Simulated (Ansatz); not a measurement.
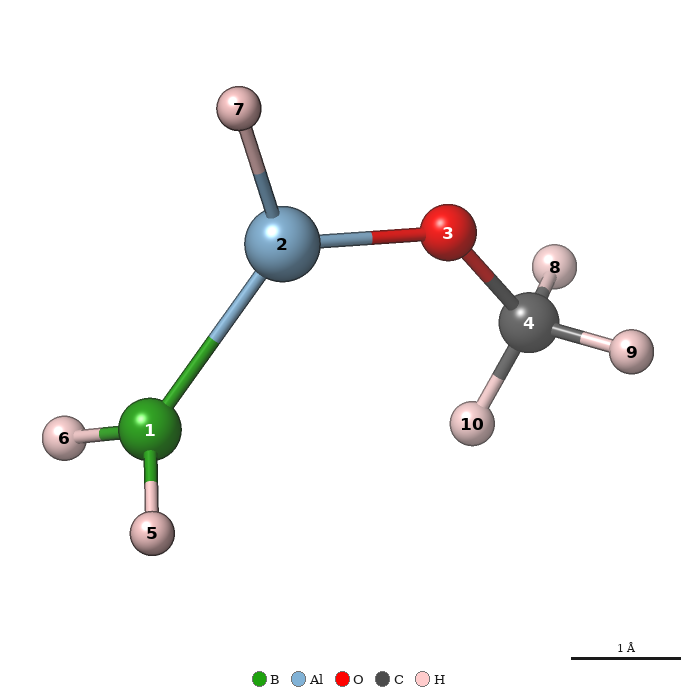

Orthographic view. Atoms fade into the background with distance from the viewer. Computed geometry: PBE0-D4/def2-TZVP optimisation.

Write a Z-matrix (Å, degrees) in the order of the atom numbers, with these reference atoms: 2 to 1; 3 to 2, 1; 4 to 3, 2, 1; 5 to 1, 2, 3; 6 to 1, 5, 2; 7 to 2, 3, 4; 8 to 4, 3, 2; 9 to 4, 8, 3; 10 to 4, 8, 9.

```
B  
Al   1   2.129
O    2   1.693   1   120.5
C    3   1.395   2   134.4   1     0.1
H    1   1.200   2   122.9   3    91.0
H    1   1.200   5   114.2   2  -178.7
H    2   1.586   3   114.6   4  -179.9
H    4   1.095   3   110.2   2   120.9
H    4   1.095   8   107.8   3  -120.4
H    4   1.099   8   107.7   9  -116.0
```
